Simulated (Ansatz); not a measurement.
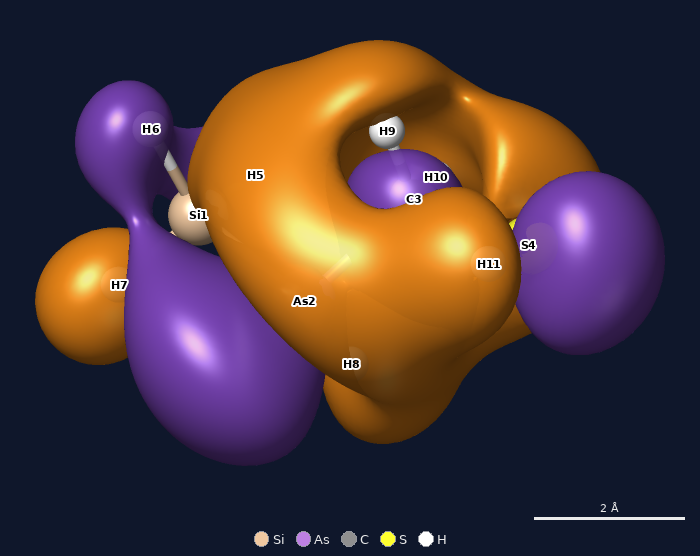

*CH7AsSSi (SMILES [SiH3][AsH]CS). One frontier orbital at ±0.05 Å⁻³ᐟ² (orange and purple are the two phases), seen at a tilt.*

All numbers below come from Ansatz 0.2.0, RKS r2SCAN/def2-SVP.

```xyz
11

Si   -0.6809    1.9008    0.0151
As   -0.4089   -0.2003    1.0931
C     0.7224   -1.0366   -0.3311
S     0.8876   -2.8377   -0.1272
H    -1.0097    1.7580   -1.4377
H     0.5961    2.6679    0.1403
H    -1.7708    2.6661    0.6920
H    -1.7263   -0.7294    0.5379
H     1.7094   -0.5477   -0.3282
H     0.2766   -0.8941   -1.3265
H     1.4699   -2.8041    1.0929
```

Q: Which orbital is it: HOMO or LUMO?

A: The LUMO, at −0.86 eV. Its weight (Hirshfeld) is mainly on As2 (about 35 %), S4 (about 20 %), C3 (about 15 %) and Si1 (about 15 %).
